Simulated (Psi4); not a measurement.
**GeH3O (SMILES [O][GeH3]) at U-wB97X/def2-TZVP**

Aim: the vertical ionisation energy of GeH3O at U-wB97X/def2-TZVP, from 2 runs. 

The calculation is run with Psi4 1.11.

2 further runs of the same task are left out: 2 set aside as unsound or not needed.

**1. The molecule**

The species is GeH3O (5 atoms), meant as a doublet with charge 0. As SMILES, `[O][GeH3]`. The shape is that of a PBE0-D4/def2-TZVP optimisation.

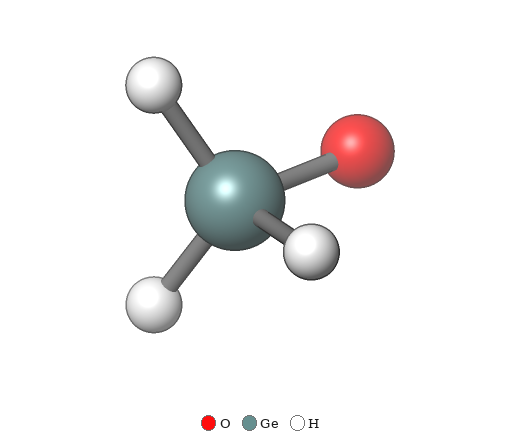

The structure, seen from a chosen angle (oxygen red, germanium teal, hydrogen white).

**2. Energy and forces at U-wB97X/def2-TZVP**

Contents of input.inp:

```
memory 2200 MB

molecule m {
  0 2
  O     -2.72857555     0.79103936     1.46888412
  Ge     0.13662720    -0.10639158    -0.10752542
  H     -0.30651358    -0.17234302    -2.97575173
  H      1.03556992    -2.67982062     0.89100587
  H      1.95718935     2.02843202     0.64515250
  units au
  symmetry c1
  no_reorient
  no_com
}

set globals {
  basis                def2-TZVP
  reference            uks
  puream               true
  e_convergence        1e-09
  d_convergence        1e-08
  scf_type             pk
  dft_radial_points    99
  dft_spherical_points 590
  maxiter              100
}

E, wfn = gradient("wb97x", return_wfn=True)
oeprop(wfn, "QUADRUPOLE", "LOWDIN_CHARGES", "WIBERG_LOWDIN_INDICES", title="WB97X")
```

The run is started by

```bash
$ psi4 -i input.inp -o input.out -n 1
```

input.out:

```text
[...]
  Running in c1 symmetry.
[...]
  Nuclear repulsion =  113.909881341768397
[...]
  Multiplicity = 2
[...]
  Nalpha       = 22
  Nbeta        = 21
[...]
    Number of basis functions: 97
[...]
   @UKS iter   1: -2152.50400915361342   -2.22413e+00   3.11544e-02 ADIIS/DIIS
[...]
   @UKS iter  16: -2154.00826936580006   -1.45519e-11   9.85707e-09 DIIS
[...]
   @S^2 Observed:                7.544966183E-01
[...]
    Orbital Energies [Eh]
    ---------------------
    Alpha Occupied:
       1A   -398.573682     2A    -49.827065     3A    -44.348933
       4A    -44.348203     5A    -44.347953     6A    -19.241454
       7A     -6.341756     8A     -4.518184     9A     -4.515818
      10A     -4.515086    11A     -1.353941    12A     -1.348408
      13A     -1.346863    14A     -1.345083    15A     -1.344678
      16A     -1.092444    17A     -0.685668    18A     -0.534163
      19A     -0.493352    20A     -0.487869    21A     -0.449288
      22A     -0.420280
    Alpha Virtual:
      23A      0.077475    24A      0.107785    25A      0.133498
[...]
  @UKS Final Energy: -2154.00826936580006
   => Energetics <=
    Nuclear Repulsion Energy =            113.9098813417683971
    One-Electron Energy =               -3226.4753224808832783
    Two-Electron Energy =                1027.7460152311127786
    DFT Exchange-Correlation Energy =     -69.1888434577981286
    Empirical Dispersion Energy =           0.0000000000000000
    VV10 Nonlocal Energy =                  0.0000000000000000
    Total Energy =                      -2154.0082693658000608
[...]
  -Total Gradient:
     Atom            X                  Y                   Z
    ------   -----------------  -----------------  -----------------
       1        0.001702746859    -0.000313692995    -0.000796762347
       2       -0.003779764267     0.000240278274     0.001458579077
       3        0.000102374072     0.000156296651    -0.001337458036
       4        0.000741405168    -0.001030034092     0.000485850949
       5        0.001014185308     0.001027424990     0.000317981936
[...]
 Multipole Moments:
 ------------------------------------------------------------------------------------
     Multipole            Electronic (a.u.)      Nuclear  (a.u.)        Total (a.u.)
 ------------------------------------------------------------------------------------
 L = 1.  Multiply by 2.5417464519 to convert [e a0] to [Debye]
 Dipole X            :         15.4540797          -14.7702883            0.6837914
 Dipole Y            :         -2.3220583            2.1000527           -0.2220056
 Dipole Z            :         -7.2519617            6.8706662           -0.3812955
 Magnitude           :                                                    0.8137834
 L = 2.  Multiply by 1.3450342976 to convert [e a0^2] to [Debye ang]
 Quadrupole XX       :        -85.3618883           65.1552858          -20.2066026
 Quadrupole XY       :         17.5398313          -16.4847273            1.0551040
[...]
```

Wall time 52 s (1 thread of Intel Xeon Platinum 8259CL at 2.50GHz (Skylake/Cascade Lake), shared host); peak memory 1.1 GiB.

**3. The singlet cation: the energy at wB97X/def2-TZVP**

Contents of geh3o.xyz:

```xyz
5
GeH3O
O     -1.443900     0.418600     0.777300
Ge     0.072300    -0.056300    -0.056900
H     -0.162200    -0.091200    -1.574700
H      0.548000    -1.418100     0.471500
H      1.035700     1.073400     0.341400
```

Contents of job.py:

```python
import psi4

psi4.set_memory(2200000000)
psi4.set_num_threads(1)
psi4.set_output_file('run.log', False)

with open('geh3o.xyz') as f:
    atoms = ''.join(f.readlines()[2:])
molecule = psi4.geometry('1 1\n' + atoms + 'symmetry c1\nno_reorient\nno_com')

psi4.set_options({
    'basis': 'def2-TZVP',
    'reference': 'rks',
    'puream': True,
    'e_convergence': 1e-09,
    'd_convergence': 1e-08,
    'scf_type': 'pk',
    'dft_radial_points': 99,
    'dft_spherical_points': 590,
})

e_tot, wfn = psi4.energy("wb97x", molecule=molecule, return_wfn=True)
psi4.oeprop(wfn, "WIBERG_LOWDIN_INDICES", "LOWDIN_CHARGES", "MAYER_INDICES")
print(f'wb97x energy: {e_tot:.10f} Eh')
for k, v in sorted(psi4.core.scalar_variables().items()):
    print(f'{k:45s} {v:18.10f}')
```

The run is started by

```bash
$ python job.py
```

run.log:

```text
[...]
  Running in c1 symmetry.
[...]
  Nuclear repulsion =  113.909881399441815
[...]
  Multiplicity = 1
[...]
  Nalpha       = 21
  Nbeta        = 21
[...]
    Number of basis functions: 97
[...]
   @RKS iter   1: -2152.04857958795583   -1.76870e+00   3.12116e-02 DIIS/ADIIS
[...]
   @RKS iter  15: -2153.53047341866477   -1.27329e-11   9.56883e-09 DIIS
[...]
    Orbital Energies [Eh]
    ---------------------
    Doubly Occupied:
       1A   -398.851467     2A    -50.105231     3A    -44.627755
       4A    -44.626548     5A    -44.625259     6A    -19.611079
       7A     -6.618910     8A     -4.796853     9A     -4.793859
      10A     -4.789435    11A     -1.633002    12A     -1.626623
      13A     -1.622169    14A     -1.621360    15A     -1.620562
      16A     -1.384738    17A     -0.953215    18A     -0.783835
      19A     -0.776604    20A     -0.748680    21A     -0.688099
[...]
  @RKS Final Energy: -2153.53047341866477
   => Energetics <=
    Nuclear Repulsion Energy =            113.9098813994418151
    One-Electron Energy =               -3214.1159851649667871
    Two-Electron Energy =                1015.6547294941811970
    DFT Exchange-Correlation Energy =     -68.9790991473215627
    Empirical Dispersion Energy =           0.0000000000000000
    VV10 Nonlocal Energy =                  0.0000000000000000
    Total Energy =                      -2153.5304734186652240
[...]
 Multipole Moments:
 ------------------------------------------------------------------------------------
     Multipole            Electronic (a.u.)      Nuclear  (a.u.)        Total (a.u.)
 ------------------------------------------------------------------------------------
 L = 1.  Multiply by 2.5417464519 to convert [e a0] to [Debye]
 Dipole X            :         15.0827991          -14.7702884            0.3125107
 Dipole Y            :         -1.9711083            2.1000526            0.1289444
 Dipole Z            :         -6.8862261            6.8706662           -0.0155598
 Magnitude           :                                                    0.3384254
[...]
```

The script printed:

```text
wb97x energy: -2153.5304734187 Eh
CURRENT ENERGY                                  -2153.5304734187
CURRENT REFERENCE ENERGY                        -2153.5304734187
DD SOLVATION ENERGY                                 0.0000000000
DFT FUNCTIONAL TOTAL ENERGY                     -2153.5304734187
DFT TOTAL ENERGY                                -2153.5304734187
DFT VV10 ENERGY                                     0.0000000000
DFT XC ENERGY                                     -68.9790991473
GRID ELECTRONS ALPHA                               20.9999999642
GRID ELECTRONS BETA                                20.9999999642
GRID ELECTRONS TOTAL                               41.9999999284
NUCLEAR REPULSION ENERGY                          113.9098813994
ONE-ELECTRON ENERGY                             -3214.1159851650
PCM POLARIZATION ENERGY                             0.0000000000
PE ENERGY                                           0.0000000000
SCF ITERATION ENERGY                            -2153.5304734187
SCF ITERATIONS                                     15.0000000000
SCF TOTAL ENERGY                                -2153.5304734187
TWO-ELECTRON ENERGY                              1015.6547294942
XC GRID RADIAL POINTS                              99.0000000000
XC GRID SPHERICAL POINTS                          590.0000000000
XC GRID TOTAL POINTS                           278569.0000000000
```

It took 21 s on 1 thread of Intel Xeon Platinum 8259CL at 2.50GHz (Skylake/Cascade Lake), shared host; peak memory 1.1 GiB.

**4. Results**

Level: U-wB97X/def2-TZVP.

```
                                          quantity           value
                       doublet GeH3O: total energy  -2154.00827 Eh
                      doublet GeH3O: dipole moment          2.07 D
 doublet GeH3O: HOMO energy (highest over α and β)       -10.88 eV
  doublet GeH3O: LUMO energy (lowest over α and β)        -1.79 eV
                               doublet GeH3O: ⟨S²⟩           0.754
           doublet GeH3O: largest force on an atom      0.209 eV/Å
                      singlet cation: total energy  -2153.53047 Eh
                       singlet cation: HOMO energy       -18.72 eV
                       singlet cation: LUMO energy       -12.68 eV
                     singlet cation: HOMO–LUMO gap         6.05 eV
vertical ionisation energy (to the singlet cation)       13.001 eV
```

What this shows: Removing an electron at fixed nuclei costs 13.00 eV (300 kcal/mol). Only the singlet of the ionised species was computed; a triplet could lie lower.
